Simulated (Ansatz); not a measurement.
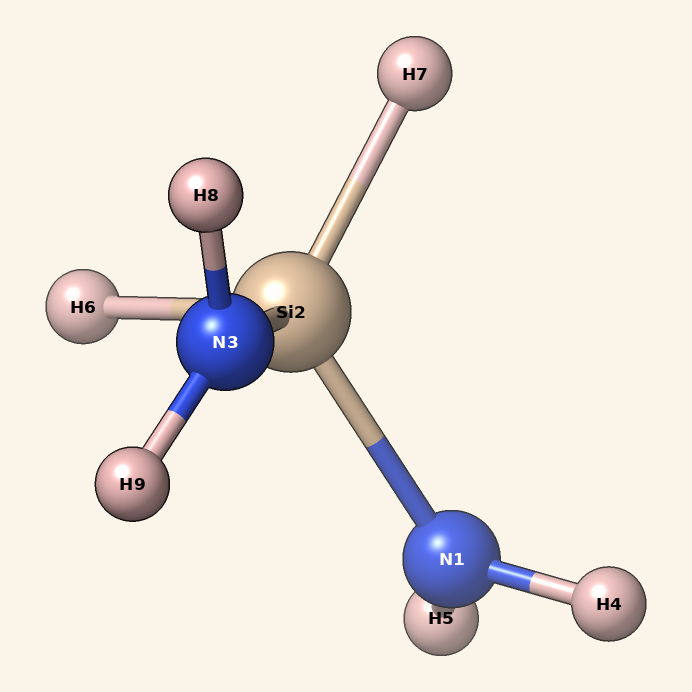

Si2 lies behind N3. The molecule seen a little off the N3–Si2 bond, N3 in front. Depth is shown by fading: the farther an atom, the more it takes the colour of the background. The geometry was computed by an optimisation with PBE0-D4/def2-TZVP.

What is the torsion angle H8–N3–Si2–N1? The sign is positive where the front bond must turn clockwise to cover the back bond.

Answer. 151°, antiperiplanar (anti).
